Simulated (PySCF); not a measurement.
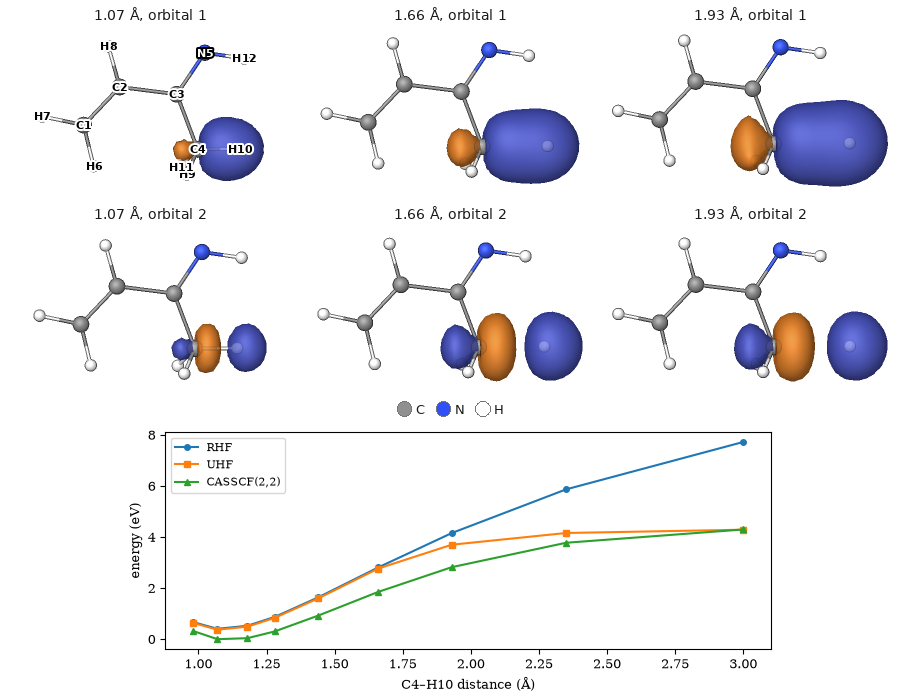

*C₄H₇N, SMILES `C=CC(C)=N`. Rigid stretch of the C4–H10 bond. The two CASSCF(2,2) natural orbitals nearest half filling (orbital 1 the more occupied). Below: energies along the scan, from the lowest point of the three curves.*

Method: cc-pVDZ basis; geometry: GFN2-xTB; program: PySCF. No frequency check shows the geometry to be a minimum.

Cartesian coordinates (Å):

```
C1      -1.9452   -0.0937   -0.0005
C2      -0.8495    0.6538    0.0007
C3       0.5268    0.1555    0.0003
C4       0.7507   -1.3328    0.0002
N5       1.4378    1.0337   -0.0006
H6      -1.9180   -1.1706   -0.0025
H7      -2.9257    0.3517   -0.0003
H8      -0.9154    1.7327    0.0022
H9       0.2946   -1.7790    0.8829
H10      1.8155   -1.5598    0.0020
H11      0.2979   -1.7785   -0.8830
H12      2.3893    0.6706   -0.0010
```

Q: How do the occupations change along the stretch?

A: 1.07 Å: 1.98 and 0.02; 1.66 Å: 1.91 and 0.09; 1.93 Å: 1.82 and 0.18. At the longest distance computed (3.00 Å) they are 1.30 and 0.70, and the effective number of unpaired electrons is 1.7.

UHF's ⟨S²⟩ passes 1 along the scan (up to 1.22), so it also polarises electrons outside the stretched bond; its energy lowering isn't due to that bond alone.

UHF already breaks spin symmetry near equilibrium here (⟨S²⟩ = 0.25 at 1.07 Å), for reasons apart from this bond.

Q: How much energy does the stretch cost?

A: By CASSCF, 4.3 eV from the lowest point of the scan (1.07 Å) to 3.00 Å; RHF gives 7.3 eV from its own lowest point. The fragments aren't relaxed and dynamic correlation is missing, so this isn't a bond dissociation energy.
